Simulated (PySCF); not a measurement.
Consider PH (triplet).

```xyz
2

P     0.0000    0.0000   -0.0450
H     0.0000    0.0000    1.3830
```

All numbers below come from PBE0/def2-TZVPPD, non-relativistic Hamiltonian with scalar-relativistic core potentials where named, at a bond length of 1.428 Å (PySCF).

What will maps of the electron density, electron localisation function and spin density show?

Answer. P–H (1.43 Å): ρ at the midpoint is about 1.1 e/Å³; the ELF climbs to about 1 towards the hydrogen, as it does in any bond to H.
The unpaired spin (2 electrons) lies mostly on P1 (about 1.9) and H2 (about 0.1), in electrons by Hirshfeld's partition.

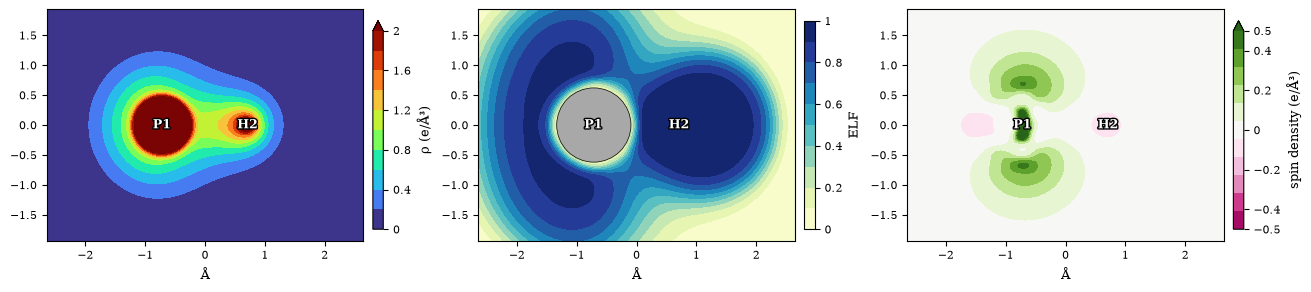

Computed electron density, electron localisation function and spin density on a plane that holds the molecular axis, in this order. Grey discs cover the atomic cores in the ELF map. 
